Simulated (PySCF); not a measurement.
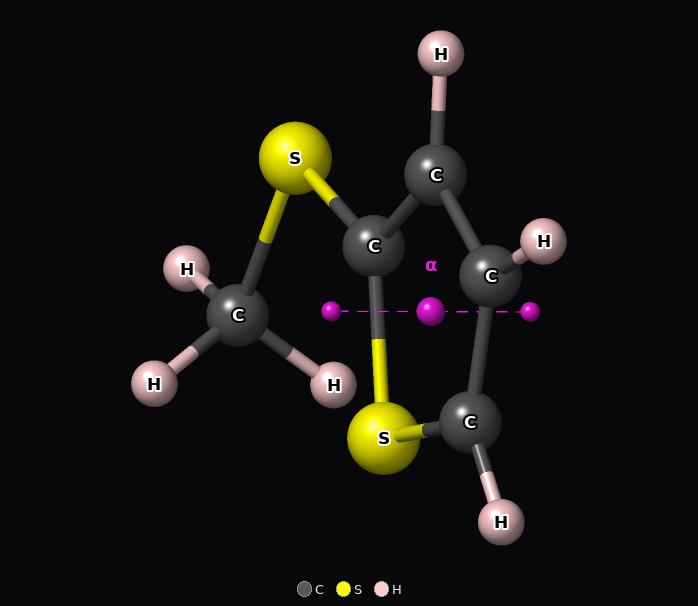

The small points mark where nucleus-independent chemical shifts (NICS) were computed: at the centre of each lettered ring and 1 Å above and below it. Computed geometry: PBE0-D3(BJ)/def2-SVP optimisation. No frequency run is at hand to confirm it as a minimum. Properties computed with GIAO PBE0/pcSseg-0 NMR shielding, non-relativistic, gas phase (PySCF 2.14.0).

Give NICS(0), NICS(1) and the out-of-plane component NICS(1)zz for each ring (means of the two sides).

```tsv
ring	members	NICS(0)	NICS(1)	NICS(1)zz
α	C4S	−13.2	−12.0	−23.8
```

Values in ppm.

**What do the values say about the ring currents?**

Ring α: diatropic, as in an aromatic ring. NICS is one index among several.
